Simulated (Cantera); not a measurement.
A closed system holds: 1 mol Pb, 0.29 mol CO, 0.19 mol H₂, held at 0.0190 bar.

Method: chemical equilibrium by Gibbs-energy minimisation in Cantera with the NASA 1993 tables (ideal gas, pure condensed phases). Candidate condensed phases: C, C₆H₆, C₇H₈, C₈H₁₈, H₂O, Pb, PbO, PbO₂, Pb₃O₄; 113 gas species. Equilibrium is a limit: real reactors are often held back by kinetics, nucleation or transport.

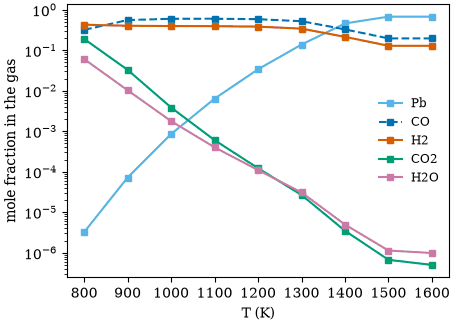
Fig. 1. Equilibrium gas composition (values under 1e-9 drawn at 1e-9)

From 800 K to 1200 K the condensed part is C(graphite) + Pb(l). From 1300 K to 1400 K the condensed part is Pb(l). From 1500 K to 1600 K nothing is condensed. The main Pb-bearing gas is Pb throughout.
